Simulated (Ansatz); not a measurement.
**SnH4 (SMILES [SnH4]) at 6 levels**

Wanted: a comparison of 6 runs (PBE/STO-3G, PBE0/STO-3G, UB3LYP/STO-3G, r2SCAN0/STO-3G, RPA@PBE/STO-3G, BCCD(T)/STO-3G) of SnH4. 

Program for the calculation: Ansatz 0.2.0.

32 further runs of the same task are left out: 3 that didn't finish, 29 set aside as unsound or not needed.

## (1) The structure to begin with

SnH4: 5 atoms, total charge 0, spin state singlet. SMILES: `[SnH4]`. The H4–Sn1 distance was set to 3.407 Å, away from the relaxed value. At this shape a bond of the SMILES string is far longer than usual.

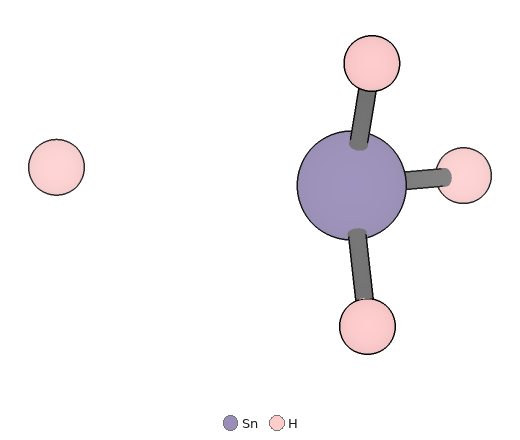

The structure, seen from a chosen angle (tin purple, hydrogen pink).

## (2) A single-point energy at PBE/STO-3G (run 1)

job.yaml reads:

```yaml
crystal:
  periodic: [false, false, false]
  atoms:
    - symbol: Sn
      position_ang: [0.116867, 0.974603, 1.392531]
    - symbol: H
      position_ang: [0.940757, 0.121113, 2.615431]
    - symbol: H
      position_ang: [-1.446773, 1.378013, 1.935631]
    - symbol: H
      position_ang: [-0.116810, -0.974610, -1.392490]
    - symbol: H
      position_ang: [0.973307, 2.399233, 1.018851]
basis:
  gaussian:
    orbitals: STO-3G
hamiltonian:
  xc: {name: PBE}
accuracy: high
```

Command:

```sh
$ ansatz run job.yaml --threads 1 --pin off --max-ram 3480MiB --events-out events.jsonl --progress --plain --runs-dir runs
```

The log of the run:

```text
Warning: RAYON_NUM_THREADS=1 ignored (pool sized by the plan → 1); use --threads N
Functional definition: PBE
  name "PBE"
  parameter kappa = 0.804
  parameter beta = 0.06672455060314922
  exchange = pbe_x(kappa = kappa, mu = beta*pi^2/3)
  correlation = pbe_c(beta = beta)
539 factors; integrals over basis functions are off by at most 4.9e-9 eV
mean field evaluation 1: about -162360.7173 eV, gradient 2.1e1 eV
mean field evaluation 2: about -162355.0833 eV, gradient 1.8e1 eV
mean field evaluation 4: about -162365.5365 eV, gradient 1.5e1 eV
mean field evaluation 8: about -162365.4562 eV, gradient 1.5e1 eV
mean field evaluation 16: about -162364.2016 eV, gradient 7.0e0 eV
mean field -162367.17500217 eV, -5966.8836249056 hartree, gradient 3.9e-8 eV, S^2 0.000000; 0 other end points of the search recorded, 0 dependent functions left out
reference -162367.17500414 eV, -5966.8836249779 hartree; 27, 27 occupied and 4, 4 virtual orbitals, 539 factors
Total energy: -162367.17500414 eV, -5966.8836249779 hartree
```

It took 1.4 s on 1 thread of Arm Neoverse V2, shared host; peak memory 0.094 GiB.

## (3) A single-point energy at PBE0/STO-3G (run 2)

run.yaml reads:

```yaml
crystal:
  periodic: [false, false, false]
  atoms:
    - {symbol: Sn, position_ang: [0.116867, 0.974603, 1.392531]}
    - {symbol: H, position_ang: [0.940757, 0.121113, 2.615431]}
    - {symbol: H, position_ang: [-1.446773, 1.378013, 1.935631]}
    - {symbol: H, position_ang: [-0.116810, -0.974610, -1.392490]}
    - {symbol: H, position_ang: [0.973307, 2.399233, 1.018851]}
basis:
  gaussian:
    orbitals: STO-3G
hamiltonian:
  xc: pbe0
accuracy: high
```

Command:

```sh
$ ansatz run run.yaml --threads 1 --pin off --max-ram 3480MiB --events-out events.jsonl --progress --plain --runs-dir runs
```

The log of the run:

```text
Warning: RAYON_NUM_THREADS=1 ignored (pool sized by the plan → 1); use --threads N
Functional definition: PBE0
  name "PBE0"
  parameter a = 0.25
  parameter kappa = 0.804
  parameter beta = 0.06672455060314922
  exchange = (1 - a)*pbe_x(kappa = kappa, mu = beta*pi^2/3) + a*exact_x
  correlation = pbe_c(beta = beta)
539 factors; integrals over basis functions are off by at most 4.9e-9 eV
mean field evaluation 1: about -162370.4292 eV, gradient 1.7e1 eV
mean field evaluation 2: about -162365.2565 eV, gradient 1.4e1 eV
mean field evaluation 4: about -162372.1598 eV, gradient 1.6e1 eV
mean field evaluation 8: about -162372.0946 eV, gradient 1.6e1 eV
mean field evaluation 16: about -162375.7502 eV, gradient 1.7e-8 eV
mean field -162375.75017244 eV, -5967.1987566005 hartree, gradient 1.7e-8 eV, S^2 0.000000; 0 other end points of the search recorded, 0 dependent functions left out
reference -162375.75017391 eV, -5967.1987566548 hartree; 27, 27 occupied and 4, 4 virtual orbitals, 539 factors
Total energy: -162375.75017391 eV, -5967.1987566548 hartree
```

Run time: 1.5 s. Hardware: 1 thread of Arm Neoverse V2, shared host; peak memory 0.1 GiB.

Run 3 isn't shown in full; the table further down has it.

## (4) The energy at r2SCAN0/STO-3G (run 4)

molecule.yaml reads:

```yaml
crystal:
  periodic: [false, false, false]
  atoms:
    - {symbol: Sn, position_ang: [0.116867, 0.974603, 1.392531]}
    - {symbol: H, position_ang: [0.940757, 0.121113, 2.615431]}
    - {symbol: H, position_ang: [-1.446773, 1.378013, 1.935631]}
    - {symbol: H, position_ang: [-0.116810, -0.974610, -1.392490]}
    - {symbol: H, position_ang: [0.973307, 2.399233, 1.018851]}
basis:
  gaussian:
    orbitals: STO-3G
hamiltonian:
  xc: {name: r2SCAN0}
accuracy: high
```

Command:

```sh
$ ansatz run molecule.yaml --threads 1 --pin off --max-ram 3480MiB --events-out events.jsonl --progress --plain --runs-dir runs
```

The log of the run:

```text
Warning: RAYON_NUM_THREADS=1 ignored (pool sized by the plan → 1); use --threads N
Functional definition: r2SCAN0
  name "r2SCAN0"
  parameter a = 0.25
  parameter k0 = 0.174
  parameter k1 = 0.065
  parameter a1 = 4.9479
  exchange = (1 - a)*r2scan_x(k0 = k0, k1 = k1, a1 = a1) + a*exact_x
  correlation = r2scan_c
539 factors; integrals over basis functions are off by at most 4.9e-9 eV
mean field evaluation 1: about -162386.0541 eV, gradient 1.6e1 eV
mean field evaluation 2: about -162380.9811 eV, gradient 1.4e1 eV
mean field evaluation 4: about -162389.7844 eV, gradient 1.3e1 eV
mean field evaluation 8: about -162389.7468 eV, gradient 1.3e1 eV
mean field evaluation 16: about -162391.2557 eV, gradient 5.0e-9 eV
mean field -162391.25573044 eV, -5967.7685753471 hartree, gradient 5.0e-9 eV, S^2 0.000000; 0 other end points of the search recorded, 0 dependent functions left out
reference -162391.25573081 eV, -5967.7685753606 hartree; 27, 27 occupied and 4, 4 virtual orbitals, 539 factors
Total energy: -162391.25573081 eV, -5967.7685753606 hartree
```

Wall time 3.3 s (1 thread of Arm Neoverse V2, shared host); peak memory 0.14 GiB.

Run 5 isn't shown in full; the table further down has it.

## (5) A single-point energy at BCCD(T)/STO-3G (run 6)

job.yaml reads:

```yaml
crystal:
  periodic: [false, false, false]
  atoms:
    - {symbol: Sn, position_ang: [0.116867, 0.974603, 1.392531]}
    - {symbol: H, position_ang: [0.940757, 0.121113, 2.615431]}
    - {symbol: H, position_ang: [-1.446773, 1.378013, 1.935631]}
    - {symbol: H, position_ang: [-0.116810, -0.974610, -1.392490]}
    - {symbol: H, position_ang: [0.973307, 2.399233, 1.018851]}
basis:
  gaussian:
    orbitals: STO-3G
correlation:
  method: bccd_t
  frozen_orbitals: {H: 0, Sn: 18}
accuracy: high
scf:
  omitted_lower_state_checks: [cluster_reference, increment]
```

Command:

```sh
$ ansatz run job.yaml --threads 1 --pin off --max-ram 3480MiB --events-out events.jsonl --progress --plain --runs-dir runs
```

The log of the run, shortened:

```text
Warning: RAYON_NUM_THREADS=1 ignored (pool sized by the plan → 1); use --threads N
Functional definition: HF
  name "HF"
[...]
539 factors; integrals over basis functions are off by at most 4.9e-9 eV
[...]
mean field -162324.65496448 eV, -5965.3210423416 hartree, gradient 4.7e-9 eV, S^2 0.000000; 1 other end points of the search recorded, 0 dependent functions left out; unrestricted orbitals would lower it
18 core orbitals not correlated: weight in the atoms' cores, before any rotation towards them, 1.000 or more for the frozen orbitals, at most 0.000 for the correlated occupied ones
reference -162324.65496448 eV, -5965.3210423416 hartree; 9, 9 occupied and 4, 4 virtual orbitals, 539 factors
second order -3.01988189 eV of doubles, -0.00000000 eV of singles
cycle   1  -2.67746897 eV  change    -1.1e0 eV  update   1.5e-1
[...]
cycle  22  -5.22106889 eV  change   -1.2e-9 eV  update  9.1e-10
perturbative correction -0.08654610 eV, -0.0031805106 hartree
WARN: these amplitudes may be one of several solutions (largest doubles amplitude 0.72, level shift 8.97 eV)
Total energy: -162329.96257947 eV, -5965.5160935949 hartree
Checks for a lower state left out: cluster_reference, increment
```

Wall time 0.56 s (1 thread of Arm Neoverse V2, shared host).

## (6) All runs side by side

```csv
run,level,frozen core orbitals,energy (Eh),wall time
1,PBE/STO-3G,–,-5966.883625,1.4 s
2,PBE0/STO-3G,–,-5967.198757,1.5 s
3,UB3LYP/STO-3G,–,-5967.538438,6 s
4,r2SCAN0/STO-3G,–,-5967.768575,3.3 s
5,RPA@PBE/STO-3G,18,-5965.516661,2.1 s
6,BCCD(T)/STO-3G,18,-5965.516094,0.56 s
```

## (7) Outcome

```
                                           quantity           value
                                run 6: total energy  -5965.51609 Eh
run 6: correlation energy (18 core orbitals frozen)      -195.1 mEh
                              run 6: (T) correction       -3.18 mEh
```

**Reading.** Totals of different functionals can't be ranked against each other. In runs 5, 6 the log says that unrestricted orbitals would lower the reference, so the values rest on an unstable closed-shell determinant (other closed-shell runs at this shape may share the fault). In runs 1, 2, 3, 4, 5, 6 the basis is minimal, so the values are rough. In runs 1, 2, 4, 5 a closed-shell determinant meets a far-stretched bond, which it describes badly. In runs 1, 2, 3, 4, 5, 6 relativity is left out where basis or elements ask for it. Spin contamination of the reference: run 3 ⟨S²⟩ = 0.90. Where it is this large, the reference is a mixture of spin states, and values that rest on it are in doubt. All runs together took 15 s, the longest 6 s.
